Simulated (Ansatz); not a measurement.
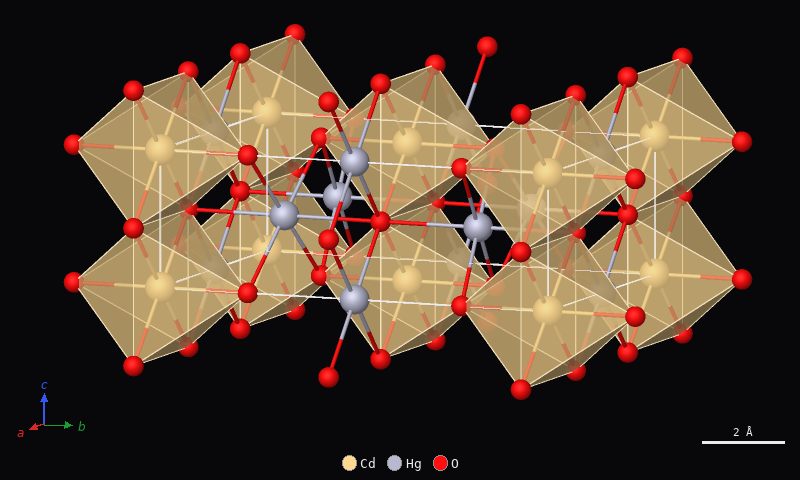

The figure gives a polyhedral picture of the atoms, viewed slightly off an axis. One conventional unit cell is outlined, and atoms on its boundary appear in each equivalent place. A few atoms beyond the faces are included.

CdHg3O4, space group Cmmm (No. 65), a = 6.755 Å, b = 10.267 Å, c = 3.402 Å, α = 90.00°, β = 90.00°, γ = 90.00°. The initial geometry was a structure type filled with these elements by a generator (whether the compound takes this form wasn't checked). Earlier steps of the study, as a rule a relaxation of our own, may have changed the cell and positions, so they can lie some per cent off the listed ones. A calculation with Ansatz used it as input.

This one geometry was computed with Ansatz (DFT, plane waves, PAW) at three levels of theory: r2SCAN, PBEsol and PBE.

Q: Which level gives the highest pressure at this volume, and what does that say about its equilibrium volume?

A: Highest: PBE (0.0 GPa), which points to the largest equilibrium volume. Lowest, with the smallest volume: PBEsol (-6.3 GPa). Levels within 0.5 GPa of each other can't be told apart.

Q: How does the band gap change with the level of theory?

A: All levels give a metal, though semilocal functionals underestimate gaps and can close a small one.

Q: Collect the results in a table.

A:
| level | cutoff (eV) | k-mesh of the run's cell | gap (eV) | pressure (GPa) |
| --- | --- | --- | --- | --- |
| r2SCAN | 500 | 8×8×12 | metal | -4.9 |
| PBEsol | 420 | 8×8×12 | metal | -6.3 |
| PBE | 420 | 8×8×12 | metal | 0.0 |

Gaps are taken on the k-mesh or band path of each run.
